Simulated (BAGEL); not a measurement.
# SiH3O (SMILES O[SiH2]) at UHF/3-21G (density fitting with qzvpp-jkfit)

Aim: the energy change on altering one bond length of SiH3O at UHF/3-21G (density fitting with qzvpp-jkfit), from 2 runs. 

The calculation is run with BAGEL 1.2.2.

3 further runs of the same task are left out: 2 that didn't finish, 1 set aside as unsound or not needed. Runs told in other sessions of the task aren't counted.

**1. The molecule**

SiH3O has 5 atoms, charge 0, and is taken as a doublet. SMILES: `O[SiH2]`. The shape is that of a GFN2-xTB optimisation. This is one conformer, not always the lowest.

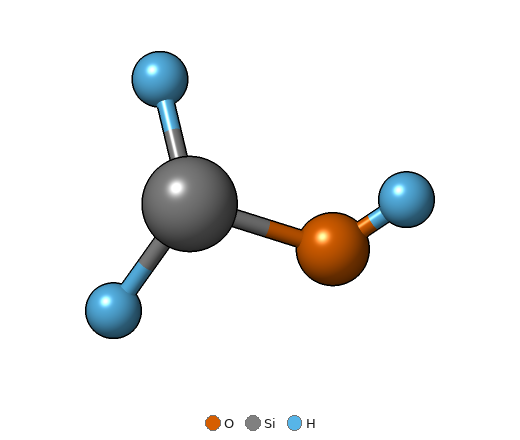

Viewed from a chosen angle; oxygen orange, silicon grey, hydrogen blue.

**2. A single-point energy at UHF/3-21G (density fitting with qzvpp-jkfit)**

hf.json reads:

```json
{ "bagel" : [

{
  "title" : "molecule",
  "basis" : "3-21g",
  "df_basis" : "qzvpp-jkfit",
  "angstrom" : "true",
  "geometry" : [
    { "atom" : "O", "xyz" : [       0.557310,      -0.433760,       0.798460 ] },
    { "atom" : "Si", "xyz" : [       0.001930,       0.341950,      -0.533940 ] },
    { "atom" : "H", "xyz" : [       0.725690,      -1.370660,       0.814800 ] },
    { "atom" : "H", "xyz" : [      -1.244820,      -0.253580,      -1.000760 ] },
    { "atom" : "H", "xyz" : [      -0.040110,       1.716040,      -0.078560 ] }
  ]
},

{
  "title" : "uhf",
  "nopen" : 1
},

{
  "title" : "print",
  "file" : "orbitals.molden",
  "orbitals" : "true"
}

]}
```

The run is started by

```
BAGEL_NUM_THREADS=1 BAGEL hf.json > hf.out
```

Standard output:

```text
* using 1 threads per process

  ===============================================================
  ===============================================================

  *** Geometry ***

  { "atom" : "O", "xyz" : [      1.053163,     -0.819688,      1.508871 ] },
  { "atom" : "Si", "xyz" : [      0.003647,      0.646192,     -1.009000 ] },
  { "atom" : "H", "xyz" : [      1.371355,     -2.590172,      1.539749 ] },
  { "atom" : "H", "xyz" : [     -2.352369,     -0.479197,     -1.891162 ] },
  { "atom" : "H", "xyz" : [     -0.075797,      3.242846,     -0.148457 ] },

  Number of auxiliary basis functions:      259

  Since a DF basis is specified, we compute 2- and 3-index integrals:
    o Being stored without compression. Storage requirement is 0.002 GB

  Number of basis functions:       28
  Number of electrons      :       25

    * METHOD: MOLECULE                             0.04

  *** Open-shell HF ***

  === Nuclear Repulsion ===
    58.0136674886

      * DIIS with orbital gradients will be used.

  === UHF iteration (3-21g) ===
      0       -363.46190169          0.08015285           0.01
      1       -363.52989481          0.04891519           0.01
      2       -363.55078528          0.03081055           0.01
      3       -363.56264037          0.00137697           0.01
      4       -363.56279794          0.00033471           0.01
      5       -363.56282008          0.00008912           0.01
      6       -363.56282427          0.00002439           0.01
      7       -363.56282514          0.00000925           0.01
      8       -363.56282532          0.00000322           0.01
      9       -363.56282534          0.00000100           0.01
     10       -363.56282534          0.00000038           0.01
     11       -363.56282534          0.00000017           0.01
     12       -363.56282534          0.00000006           0.01
     13       -363.56282534          0.00000001           0.01
     14       -363.56282534          0.00000001           0.01
    * SCF iteration converged.

    * S^2 (UHF) is 0.7521

    * Permanent dipole moment:
           (    0.007442,     0.529082,     0.529978) a.u.

    * METHOD: UHF                                  0.14

    * METHOD: PRINT                                0.00

  ===============================================================
```

It took 0.3 s on 1 thread of Arm Neoverse V1, shared host.

**3. The distorted shape at the same level**

hf.json reads:

```json
{ "bagel": [

{
  "title": "molecule",
  "basis": "3-21g",
  "df_basis": "qzvpp-jkfit",
  "angstrom": true,
  "geometry": [
    { "atom": "O", "xyz": [       0.607757,      -2.082646,       0.252011 ] },
    { "atom": "Si", "xyz": [       0.052377,      -1.306936,      -1.080389 ] },
    { "atom": "H", "xyz": [       0.776137,      -3.019546,       0.268351 ] },
    { "atom": "H", "xyz": [      -1.194373,      -1.902466,      -1.547209 ] },
    { "atom": "H", "xyz": [      -0.040110,       1.716040,      -0.078560 ] }
  ]
},

{ "title": "uhf", "nopen": 1 },

{ "title": "print", "file": "orbitals.molden", "orbitals": true }

]}
```

The run is started by

```
BAGEL_NUM_THREADS=1 BAGEL hf.json > hf.out
```

Standard output:

```text
* using 1 threads per process

  ===============================================================
  ===============================================================

  *** Geometry ***

  { "atom" : "O", "xyz" : [      1.148494,     -3.935631,      0.476232 ] },
  { "atom" : "Si", "xyz" : [      0.098978,     -2.469751,     -2.041639 ] },
  { "atom" : "H", "xyz" : [      1.466686,     -5.706115,      0.507110 ] },
  { "atom" : "H", "xyz" : [     -2.257038,     -3.595140,     -2.923801 ] },
  { "atom" : "H", "xyz" : [     -0.075797,      3.242846,     -0.148457 ] },

  Number of auxiliary basis functions:      259

  Since a DF basis is specified, we compute 2- and 3-index integrals:
    o Being stored without compression. Storage requirement is 0.002 GB

  Number of basis functions:       28
  Number of electrons      :       25

    * METHOD: MOLECULE                             0.05

  *** Open-shell HF ***

  === Nuclear Repulsion ===
    54.4188130698

      * DIIS with orbital gradients will be used.

  === UHF iteration (3-21g) ===
      0       -363.27687523          0.08255846           0.01
      1       -363.39856148          0.05463959           0.01
      2       -363.44623715          0.03623029           0.01
      3       -363.46816065          0.00485612           0.01
      4       -363.47442778          0.00115260           0.01
      5       -363.47494762          0.00038889           0.01
      6       -363.47513528          0.00020181           0.01
      7       -363.47530359          0.00012148           0.01
      8       -363.47545535          0.00007410           0.01
      9       -363.47552849          0.00006525           0.01
     10       -363.47565924          0.00004702           0.01
     11       -363.47571189          0.00002332           0.01
     12       -363.47571324          0.00000706           0.01
     13       -363.47571309          0.00000289           0.01
     14       -363.47571330          0.00000180           0.01
     15       -363.47571331          0.00000065           0.01
     16       -363.47571331          0.00000034           0.01
     17       -363.47571331          0.00000013           0.01
     18       -363.47571331          0.00000006           0.01
     19       -363.47571331          0.00000002           0.01
     20       -363.47571331          0.00000001           0.01
    * SCF iteration converged.

    * S^2 (UHF) is 1.0242

    * Permanent dipole moment:
           (    0.085924,     0.919783,     0.200056) a.u.

    * METHOD: UHF                                  0.18

    * METHOD: PRINT                                0.00

  ===============================================================
```

It took 0.36 s on 1 thread of Arm Neoverse V1, shared host.

**4. Summary of results**

At UHF/3-21G (density fitting with qzvpp-jkfit):

```
                                                          quantity          value
                                         first shape: total energy  -363.56283 Eh
                                        first shape: dipole moment         1.90 D
                                                 first shape: ⟨S²⟩          0.752
                                     distorted shape: total energy  -363.47571 Eh
                                    distorted shape: dipole moment         2.40 D
                                             distorted shape: ⟨S²⟩          1.024
energy change with the Si2–H5 bond stretched from 1.448 to 3.186 Å       2.370 eV
```

With the Si2–H5 bond stretched from 1.448 to 3.186 Å the energy rises by 2.37 eV (55 kcal/mol). The first shape isn't relaxed at this level, so the change isn't measured from a minimum. ⟨S²⟩ (distorted shape) is 1.02 where a pure doublet has 0.75: the reference is spin-contaminated.
